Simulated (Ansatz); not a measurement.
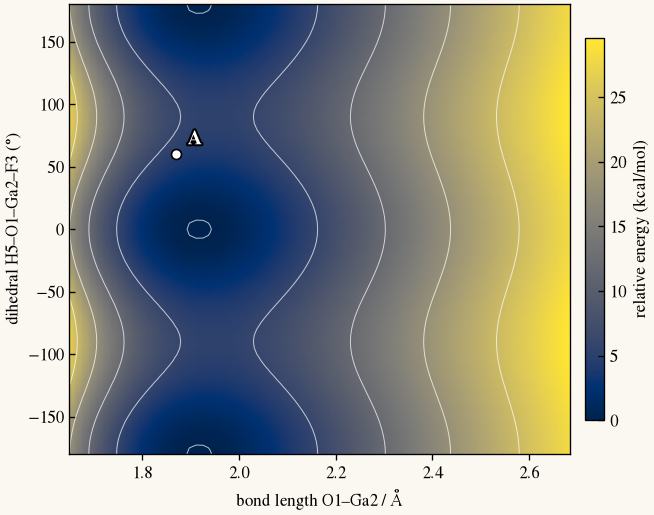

F2GaH2O, SMILES [OH2+][Ga]([F])[F], charge +1. Coordinates scanned: (1) bond length O1–Ga2; (2) dihedral H5–O1–Ga2–F3. Nothing is relaxed (all other coordinates rigid). The scan uses a 15 × 15 grid; 121 points were computed and 104 follow by symmetry. Points are written as (first, second). Energies are in kcal/mol, from the lowest grid point. Level of theory: RKS CAM-B3LYP-D4/def2-TZVP in Ansatz.

In the figure: a smooth colour map with a few white contour lines, the point A. Between grid points the surface is interpolated.

### Which way does the force act at A, and how strong is it?

A, at (1.870 Å, 60°), is not a stationary point. The computed force is 24 kcal/mol for each Å towards larger values of bond length O1–Ga2 and 0.09 kcal/mol for each degree towards smaller values of dihedral H5–O1–Ga2–F3.
